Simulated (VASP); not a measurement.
Band structure of Na$_{2}$S (antifluorite). Method: rev-vdW-DF2, VASP's PBE PAW potentials (set 64) (plane waves; VASP).

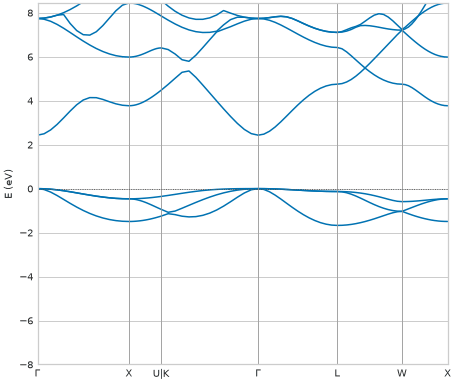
Figure. Bands along high-symmetry lines, zero at the valence-band maximum or, without a gap, the Fermi level

Problem. Read the plot: is there a gap, and where are the band edges?

Solution. The gap is direct, 2.43 eV, from the valence maximum at Γ to the conduction minimum at Γ. (Edges off the drawn lines would not show.)

The compound is Na2S in the antifluorite structure. It was relaxed first.
